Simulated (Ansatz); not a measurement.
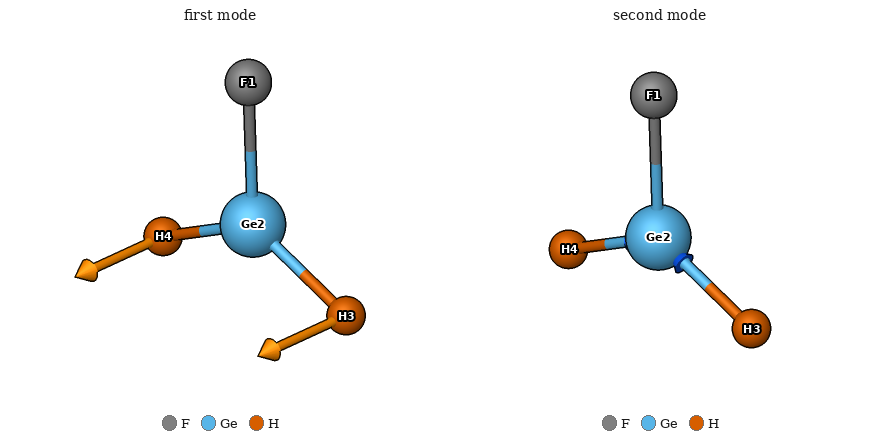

The system is FGeH₂, SMILES [F][GeH2+], charge +1; the picture shows the reference structure; its two panels give the patterns of the first and the second mode as arrows. Coordinates scanned: (1) normal mode 2 (711 cm⁻¹); (2) normal mode 5 (2290 cm⁻¹). Nothing is relaxed (straight displacements along the two mass-weighted modes). Grid: 15 × 15 points; 120 points were computed and 105 follow by symmetry. Points are written as (first, second). Energies: kJ/mol, counted from the relaxed molecule at the same level. Method: Ansatz, RHF-MP2, frozen core/def2-TZVP.

Its coordinates:

```csv
atom,x (Å),y (Å),z (Å)
F,-0.8183,-0.6834,1.1336
Ge,0.0599,0.0500,-0.0830
H,-0.7431,0.3261,-1.3299
H,1.5016,0.3073,0.2793
```

Range: normal mode 2 (711 cm⁻¹) from −0.660 to 0.660 amu½·Å; normal mode 5 (2290 cm⁻¹) from −0.322 to 0.322 amu½·Å.

Q: What will the energy surface look like?

A: The lowest grid point is at (0.000 amu½·Å, 0.000 amu½·Å), 0 kJ/mol from the relaxed molecule at the same level. No other kind of well shows on this grid. The highest grid point, (0.000 amu½·Å, 0.322 amu½·Å), lies 138 kJ/mol above the lowest.

```tsv
normal mode 5 (2290 cm⁻¹) ↓, normal mode 2 (711 cm⁻¹) →	−0.660	−0.565	−0.471	−0.377	−0.283	−0.188	−0.094	0.000	0.094	0.188	0.283	0.377	0.471	0.565	0.660
0.322	105	109	115	122	128	133	137	138	137	133	128	122	115	109	105
0.276	81	81	84	87	90	93	95	96	95	93	90	87	84	81	81
0.230	63	61	60	60	61	62	63	63	63	62	61	60	60	61	63
0.184	51	46	42	40	39	39	38	38	38	39	39	40	42	46	51
0.138	44	36	30	26	23	22	21	21	21	22	23	26	30	36	44
0.092	40	30	23	17	13	11	9	9	9	11	13	17	23	30	40
0.046	40	29	20	13	8	5	3	2	3	5	8	13	20	29	40
0.000	44	31	21	13	7	3	1	0	1	3	7	13	21	31	44
−0.046	50	36	26	17	10	6	3	2	3	6	10	17	26	36	50
−0.092	58	44	33	23	16	11	8	7	8	11	16	23	33	44	58
−0.138	69	54	42	33	25	20	16	15	16	20	25	33	42	54	69
−0.184	81	67	54	44	36	31	27	26	27	31	36	44	54	67	81
−0.230	95	80	68	57	49	44	40	39	40	44	49	57	68	80	95
−0.276	110	95	83	72	64	58	55	54	55	58	64	72	83	95	110
−0.322	127	112	99	89	80	75	71	70	71	75	80	89	99	112	127
```

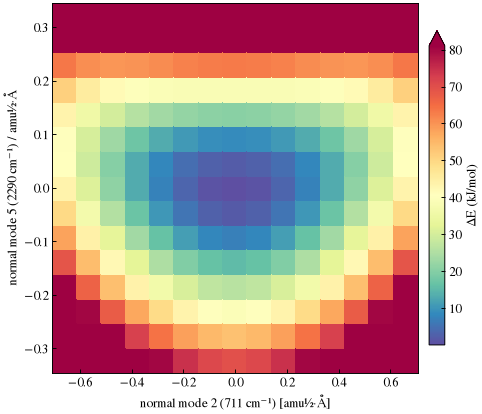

The picture shows one coloured cell a grid point, one colour for all values above the top of the scale.

Time for the 120 points that were run: 8.2 min on 1 thread of Arm Neoverse N1 (shared host).
